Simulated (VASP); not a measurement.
Band structure of CdS (space group P6_3mc). Method: PBE GGA, VASP's PBE PAW potentials (set 64) (plane waves; VASP).

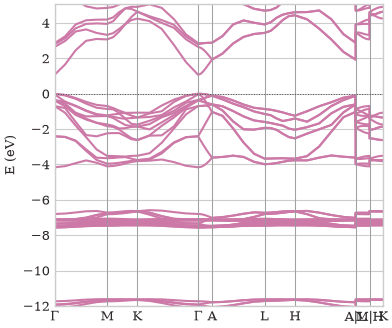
Fig. 1. Bands along high-symmetry lines, zero at the valence-band maximum or, without a gap, the Fermi level

**Question.** Read the plot: is there a gap, and where are the band edges?

**Answer.** The gap is direct, 1.07 eV, from the valence maximum at Γ to the conduction minimum at Γ.

The structure was generated: CdS was put into an ordered model structure, which need not be its known phase. The cell was not relaxed at this level.
